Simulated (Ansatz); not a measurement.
# SiH3O (SMILES O[SiH2]) at UMP2/STO-3G

What is the vertical doublet–quartet gap of SiH3O at UMP2/STO-3G? 

The results are computed with Ansatz 0.2.0.

49 further runs of the same task are left out: 49 set aside as unsound or not needed.

### Step 1. The structure to begin with

SiH3O: 5 atoms, total charge 0, spin state doublet. As SMILES, `O[SiH2]`. The coordinates come from a GFN2-xTB relaxation. This is one conformer, not always the lowest.

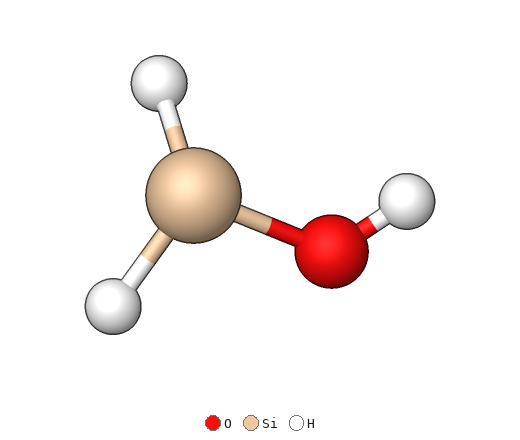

The structure, seen from a chosen angle (oxygen red, silicon light orange, hydrogen white).

### Step 2. A single-point energy at UMP2/STO-3G

Contents of input.yaml:

```yaml
crystal:
  periodic: [false, false, false]
  atoms:
    - {symbol: O, position_ang: [0.557310, -0.433760, 0.798460]}
    - {symbol: Si, position_ang: [0.001930, 0.341950, -0.533940]}
    - {symbol: H, position_ang: [0.725690, -1.370660, 0.814800]}
    - {symbol: H, position_ang: [-1.244820, -0.253580, -1.000760]}
    - {symbol: H, position_ang: [-0.040110, 1.716040, -0.078560]}
basis:
  gaussian:
    orbitals: STO-3G
magnetization:
  spin_polarized: true
  initial_magnetization: 1
correlation:
  method: mp2
  frozen_orbitals: {H: 0, O: 1, Si: 5}
accuracy: high
```

Run with:

```bash
$ ansatz run input.yaml --threads 1 --pin off --max-ram 2610MiB --events-out events.jsonl --progress --plain --runs-dir runs
```

Log:

```text
Warning: RAYON_NUM_THREADS=1 ignored (pool sized by the plan → 1); use --threads N
Functional definition: HF
  name "HF"
  exchange = exact_x
  correlation = 0
290 factors; integrals over basis functions are off by at most 3.1e-8 eV
mean field evaluation 1: about -9825.4126 eV, gradient 1.3e1 eV
mean field evaluation 2: about -9825.4543 eV, gradient 1.3e1 eV
mean field evaluation 4: about -9826.6980 eV, gradient 1.1e0 eV
mean field evaluation 8: about -9826.7242 eV, gradient 1.1e-2 eV
mean field -9826.72419361 eV, -361.1254533224 hartree, gradient 2.1e-8 eV, S^2 0.751642; 0 other end points of the search recorded, 0 dependent functions left out
6 core orbitals not correlated: weight in the atoms' cores, before any rotation towards them, 1.000 or more for the frozen orbitals, at most 0.000 for the correlated occupied ones
reference -9826.72419361 eV, -361.1254533224 hartree; 7, 6 occupied and 4, 5 virtual orbitals, 290 factors
second order -1.75193102 eV of doubles, -0.00000000 eV of singles
Total energy: -9828.47612463 eV, -361.1898355999 hartree
```

Run time: 0.12 s. Hardware: 1 thread of Arm Neoverse V1, shared host.

### Step 3. The quartet at the same level

Contents of job.yaml:

```yaml
crystal:
  periodic: [false, false, false]
  atoms:
    - {symbol: O, position_ang: [0.557310, -0.433760, 0.798460]}
    - {symbol: Si, position_ang: [0.001930, 0.341950, -0.533940]}
    - {symbol: H, position_ang: [0.725690, -1.370660, 0.814800]}
    - {symbol: H, position_ang: [-1.244820, -0.253580, -1.000760]}
    - {symbol: H, position_ang: [-0.040110, 1.716040, -0.078560]}
basis:
  gaussian:
    orbitals: STO-3G
magnetization:
  spin_polarized: true
  initial_magnetization: 3
correlation:
  method: mp2
  frozen_orbitals: {H: 0, O: 1, Si: 5}
accuracy: high
```

Run with:

```bash
$ ansatz run job.yaml --threads 1 --pin off --max-ram 2610MiB --events-out events.jsonl --progress --plain --runs-dir runs
```

Log:

```text
Warning: RAYON_NUM_THREADS=1 ignored (pool sized by the plan → 1); use --threads N
[... 4 set-up lines as earlier in the session ...]
290 factors; integrals over basis functions are off by at most 3.1e-8 eV
mean field evaluation 1: about -9815.8655 eV, gradient 8.0e0 eV
mean field evaluation 2: about -9816.0054 eV, gradient 8.0e0 eV
mean field evaluation 4: about -9817.4381 eV, gradient 1.7e0 eV
mean field evaluation 8: about -9817.5783 eV, gradient 3.2e-1 eV
mean field evaluation 16: about -9817.5981 eV, gradient 3.4e-7 eV
mean field -9817.59808300 eV, -360.7900749433 hartree, gradient 2.8e-8 eV, S^2 3.756930; 4 other end points of the search recorded, 0 dependent functions left out
6 core orbitals not correlated: weight in the atoms' cores, before any rotation towards them, 1.000 or more for the frozen orbitals, at most 0.000 for the correlated occupied ones
reference -9817.59808300 eV, -360.7900749433 hartree; 8, 5 occupied and 3, 6 virtual orbitals, 290 factors
second order -1.18220868 eV of doubles, -0.00000000 eV of singles
Total energy: -9818.78029168 eV, -360.8335203110 hartree
```

Wall time 0.14 s (1 thread of Arm Neoverse V1, shared host).

### Step 4. What came out

At UMP2/STO-3G, 6 core orbitals frozen:

| quantity | value |
| --- | --- |
| doublet: total energy | -361.18984 Eh |
| doublet: correlation energy (6 core orbitals frozen) | -64.4 mEh |
| doublet: ⟨S²⟩ of the reference determinant | 0.752 |
| quartet: total energy | -360.83352 Eh |
| quartet: correlation energy (6 core orbitals frozen) | -43.4 mEh |
| quartet: ⟨S²⟩ of the reference determinant | 3.757 |
| vertical energy of the quartet above the doublet | 9.696 eV |

At this shape the quartet lies 9.70 eV (224 kcal/mol) above the doublet. In a minimal basis such a difference can be off by several eV, whatever the method.
